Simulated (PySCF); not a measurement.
SMILES C=C[Si](C)(C)C (C₅H₁₂Si) at its GFN2-xTB optimised geometry (Å):

```
18

C     -0.7034    -1.1945     2.7856
C     -0.9337    -1.5742     1.5386
Si    -0.2936    -0.6676     0.0000
C     -0.9408    -1.5814    -1.5437
C      1.6158    -0.6676     0.0000
C     -0.9269     1.1335     0.0000
H     -1.0818    -1.7341     3.6413
H     -0.1195    -0.3166     3.0113
H     -1.5289    -2.4667     1.3837
H     -0.6026    -1.1022    -2.4573
H     -2.0263    -1.5991    -1.5671
H     -0.5954    -2.6105    -1.5679
H      2.0115    -1.6788    -0.0143
H      2.0121    -0.1470    -0.8668
H      2.0076    -0.1768     0.8856
H     -2.0121     1.1714    -0.0098
H     -0.5901     1.6676     0.8831
H     -0.5708     1.6788    -0.8691
```

Computed with CAM-B3LYP/def2-SVP (PySCF). Cells within 0.4 Å of a nucleus heavier than hydrogen are left out (blank, or x).

Map of the deformation density (molecule minus spherical neutral atoms) (e/bohr³) on the plane z = 0.0 Å:

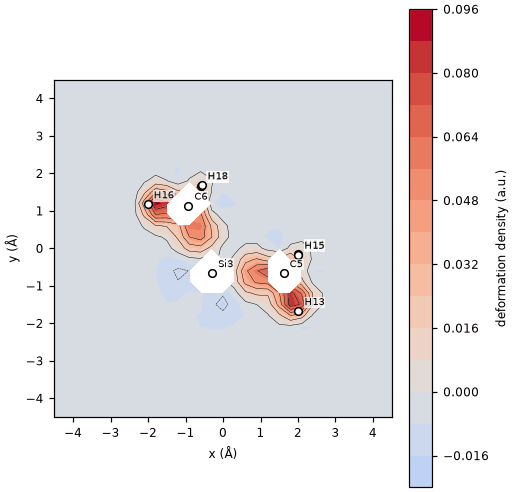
*Deformation density (molecule minus spherical neutral atoms) (e/bohr³) on the plane z = 0.0 Å.*
